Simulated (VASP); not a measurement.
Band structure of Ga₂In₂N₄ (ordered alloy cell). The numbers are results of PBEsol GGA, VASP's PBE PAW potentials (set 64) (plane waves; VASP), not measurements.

Unless said otherwise, spin-orbit coupling is left out, though it shifts the bands of the heavy elements here.

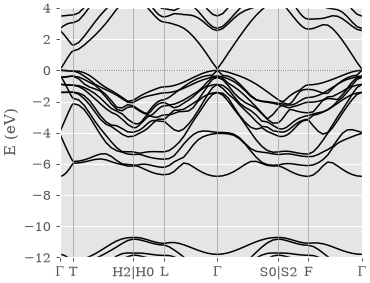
Figure: Bands along high-symmetry lines, zero at the valence-band maximum or, without a gap, the Fermi level

Read the plot: is there a gap, and where are the band edges?

The gap is direct, 0.09 eV, from the valence maximum at Γ to the conduction minimum at Γ. (Edges off the drawn lines would not show.)

The structure was generated: Ga2In2N4 was put into an ordered model structure (R3m), which need not be its known phase. It was relaxed first.
